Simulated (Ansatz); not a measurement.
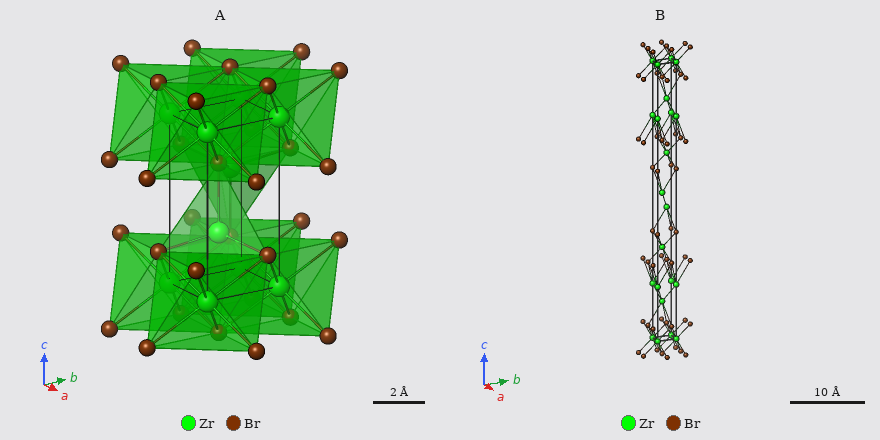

Two structures of Zr3Br2, each relaxed to rest (conventional cells in solid outline, small ones repeated, not to one scale). Method: Ansatz 0.2.0, DFT PBE, scalar-relativistic, plane waves, PAW, without spin polarisation.

### State the structure in each panel.

A: 5 atoms a cell on a primitive hexagonal lattice, P-3m1. B: 15 atoms a cell on a rhombohedral (trigonal R) lattice, R-3m.

### What is the energy order of the two?

B is lower, by 560 meV/atom at this level of theory (energies at zero smearing). Volumes: A 23.2, B 25.0 Å³/atom.

One or both may be structure types tried for this composition rather than known phases.
